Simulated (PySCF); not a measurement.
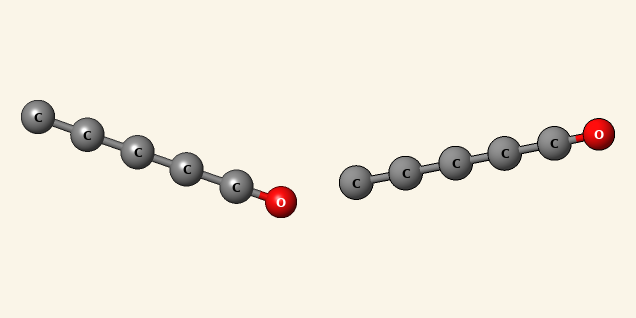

The same structure drawn twice, from different directions.

The computed structure is the end point of a PBE0-D3(BJ)/def2-SVP optimisation. No frequency run is at hand to confirm it as a minimum.

> What is the molecular formula?

C5O, 6 atoms: 5 carbon and 1 oxygen.

> How many atoms are distinct by symmetry?

6: 1 C, 1 C, 1 C, 1 C, 1 C, 1 O.

> How many bonds of each kind are drawn?

4 C–C, 1 C–O. Sticks follow a distance rule.

The parts below concern this one geometry. Atoms keep their numbers from picture to picture.

**Geometry**

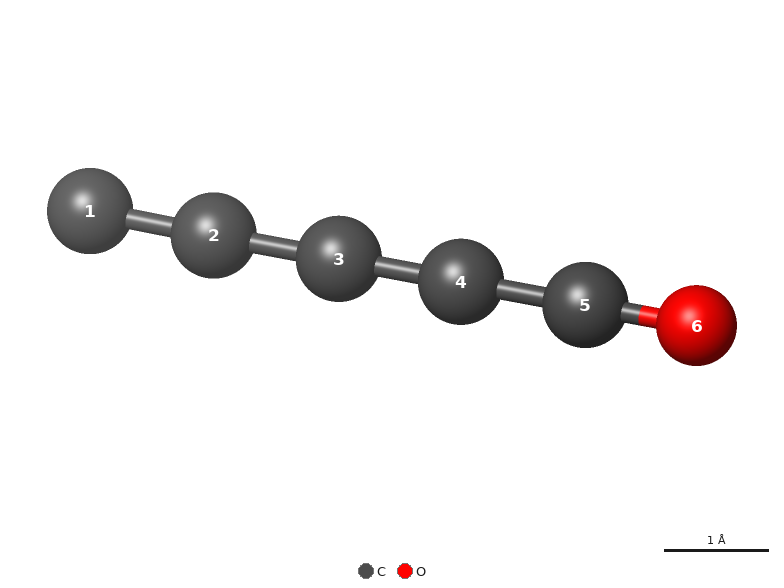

No frequency run is at hand to confirm it as a minimum.

Which atoms are bonded, and how long are the bonds?

| bond | length (Å) |
| --- | --- |
| C1–C2 | 1.285 |
| C2–C3 | 1.300 |
| C3–C4 | 1.269 |
| C4–C5 | 1.293 |
| C5–O6 | 1.155 |

**Dipole moment**

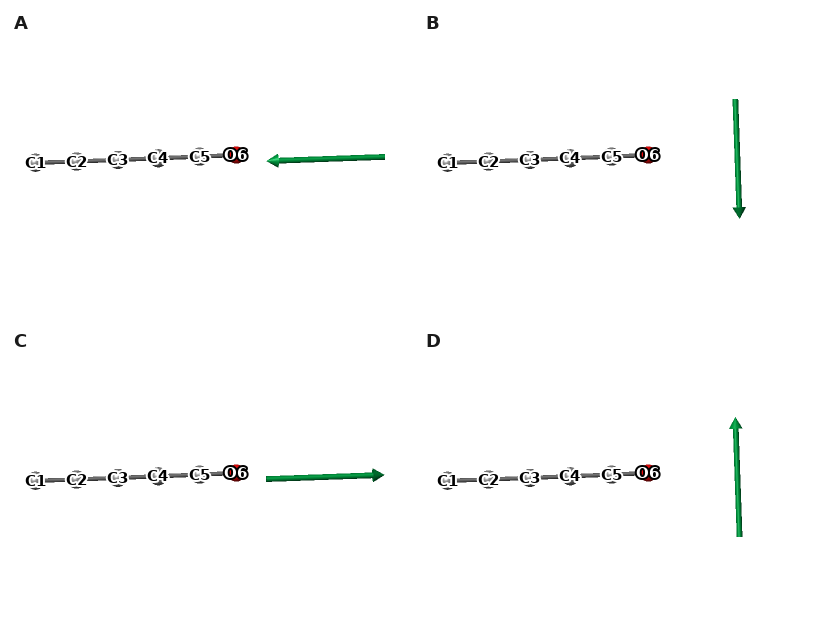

The same molecule four times, each with an arrow. No frequency run is at hand to confirm it as a minimum. Level of theory: BHandHLYP/aug-pcX-1 (pcseg-1 on H), gas phase (PySCF 2.14.0).

> Which arrow points along the dipole moment, from the negative to the positive end?

C. The dipole moment is 3.33 D; it points from the side of C1 to the side of O6 (the outermost atoms at the two ends).

**Polarisability**

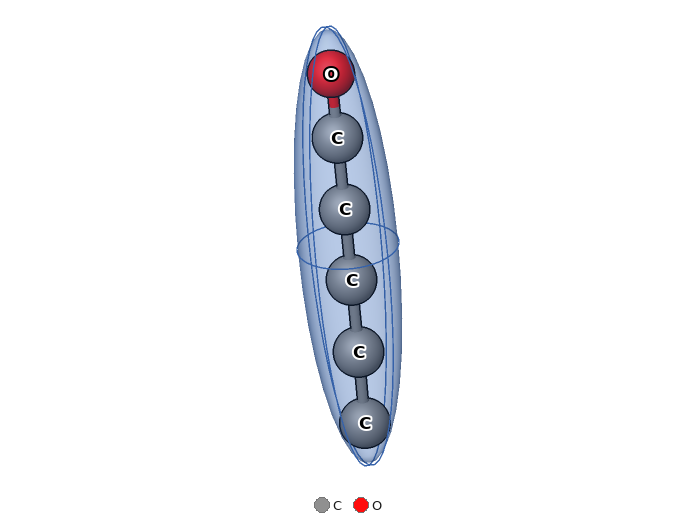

The ellipsoid shows the static dipole polarisability: its half-axes are proportional to the principal values. No frequency run is at hand to confirm it as a minimum. Method: CAM-B3LYP/def2-SVPD (PySCF 2.14.0).

> How large and how anisotropic is the polarisability?

Principal values 34.9, 34.9, 167.9 bohr³; mean 79.2 bohr³ (11.74 Å³); anisotropy 133.0 bohr³, so the longest axis is 4.81 times the shortest.

**Levels of theory compared**

No frequency run is at hand to confirm it as a minimum. Program: PySCF 2.14.0.

Tabulate HOMO–LUMO gap (eV) at these levels: B3LYP/pcJ-1; B97-2/pcSseg-2; BHandHLYP/aug-pcX-1 (pcseg-1 on H); CAM-B3LYP/def2-SVPD; CAM-B3LYP/def2-SVPD in benzene (IEF-PCM); PBE0/pcSseg-1; PBE0/pcSseg-1 in benzene (IEF-PCM); PBE0/pcSseg-1 in chloroform (IEF-PCM).

```csv
level,HOMO–LUMO gap (eV)
B3LYP/pcJ-1,4.22
B97-2/pcSseg-2,4.31
BHandHLYP/aug-pcX-1 (pcseg-1 on H),6.24
CAM-B3LYP/def2-SVPD,6.62
CAM-B3LYP/def2-SVPD in benzene (IEF-PCM),6.63
PBE0/pcSseg-1,4.57
PBE0/pcSseg-1 in benzene (IEF-PCM),4.58
PBE0/pcSseg-1 in chloroform (IEF-PCM),4.58
```

**Charges**

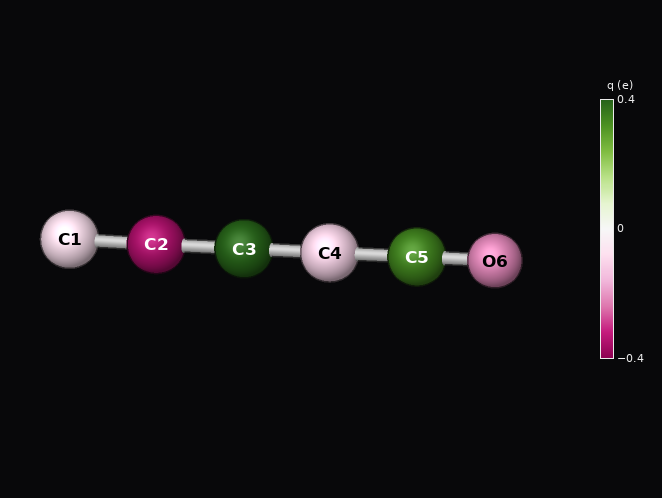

Atoms are coloured by their Mulliken charges. No frequency run is at hand to confirm it as a minimum. Method: PBE0/pcSseg-1 in benzene (IEF-PCM) (PySCF 2.14.0).

> Which atom carries the highest charge (most positive or least negative)?

C3 (0.40 e).

> And the lowest?

C2 (−0.35 e).

Give the Mulliken charges atom by atom.

| atom | value (e) |
| --- | --- |
| C1 | −0.08 |
| C2 | −0.35 |
| C3 | 0.40 |
| C4 | −0.10 |
| C5 | 0.35 |
| O6 | −0.22 |

Mulliken values depend strongly on the basis set and can even reverse the polarity of a bond.
